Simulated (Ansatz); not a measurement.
Partial pair distribution functions of a relaxed model of amorphous In24O37Zn, broadened by 0.06 Å; density 6.47 g/cm³. Level of theory: PBE, scalar-relativistic without spin-orbit coupling (plane waves to 420 eV, PAW; Ansatz, an electronic-structure program).

It comes from a melt-quench run on a machine-learned potential (CHGNet), relaxed afterwards by DFT. O atoms were pushed apart under 1.9 Å during the dynamics, to hinder bonds among them. The hot cell started wider than the set density and was brought back towards it in steps. It is the lowest in DFT energy of 2 quenches. It is a model cell: composition and starting density were chosen by hand, and all elements were melted together. No dispersion term was used. Its density started from a set value of 6.47 and ended at 6.47 g/cm³. The quench (nominally 330 K/ps over its main leg) was far faster than any real one, so the model tends to hold more defects than a real film. Values belong to this one cell and scatter from quench to quench. The volume was held where the preparation left it and the shape relaxed, at a PBE pressure of 1.0 GPa. Stress components on the final sampling reach 1.1 GPa.

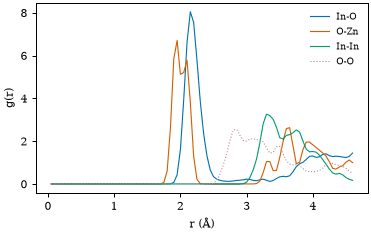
Partial pair distribution functions

Highest peaks under 4.5 Å: In-O near 2.15 Å, O-Zn near 1.95 Å, In-In near 3.30 Å, O-O near 2.85 Å; pairs of few atoms are noisy.

Within 2.64 Å each In has 5.50 O neighbours on average.
